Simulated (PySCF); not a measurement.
Input

```
{"job": {"kind": "epr", "basis": "pcH-1"}, "charge": 0, "multiplicity": 2}
O     -2.536249     2.174096    -0.584655
C     -1.645456     1.416634    -0.710839
Si    -1.241032    -0.397887    -0.406287
O      0.211535    -0.344683     0.297951
Si     1.797636    -0.196153     0.601939
H     -1.148173    -0.907152    -1.773591
H     -2.024435    -1.243927     0.491575
H      2.252122     1.064717     0.021426
H      1.898114    -0.210701     2.058719
H      2.444818    -1.350290    -0.018766
```

Launched as:

```sh
OMP_NUM_THREADS=1 python probes_run.py task.json out
```

Geometry: GFN2-xTB.

Computed with UKS B3LYP, pcH-1 on C H O Si, non-relativistic, mean-field spin-orbit, GIAO (PySCF).

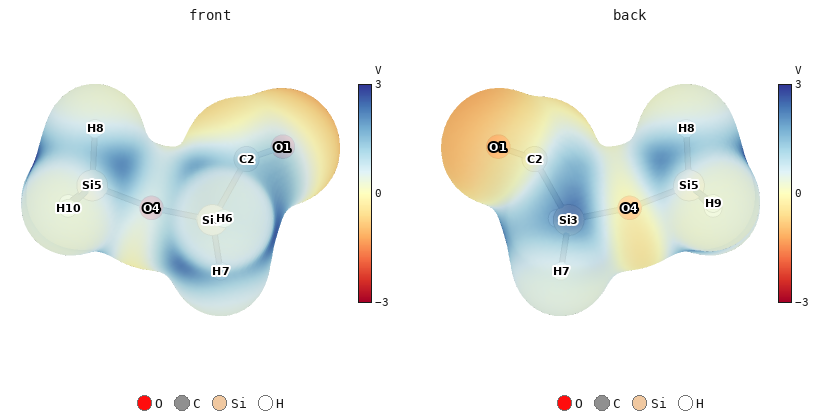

CH5O2Si2 (SMILES O=[C][SiH2]O[SiH3]) (doublet). The molecular electrostatic potential painted on the density surface at 0.004 e/bohr³, seen from the front and from behind; the colour scale runs from red (negative) to blue (positive).

Question: Which sites attract a positive test charge, and which a negative one?

Answer: A positive charge is drawn to the negative regions and a negative charge to the positive ones. The most negative region (about −1.1 V) lies over O1, the most positive (about +2.8 V) over Si5. O1 is the likeliest acceptor of a hydrogen bond.
